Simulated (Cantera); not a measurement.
A closed system holds: 1 mol PbO, 0.38 mol O2, 28 mol N2, equilibrated at 0.100 bar.

Equilibrium computed with Cantera from the NASA thermochemical tables; the gas is ideal and each condensed phase is pure. Candidate condensed phases: Pb, PbO, PbO2, Pb3O4; 12 gas species. Gases not in the tables: (PbO)n polymers. Equilibrium is a limit: real reactors are often held back by kinetics, nucleation or transport.

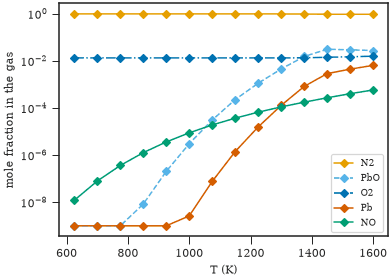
Fig. 1. Equilibrium gas composition (values under 1e-9 drawn at 1e-9)

Read off the mole fractions at 1600 K.

N2 about 0.95, PbO about 0.027, O2 about 0.016, Pb about 0.0064, NO about 0.00058.
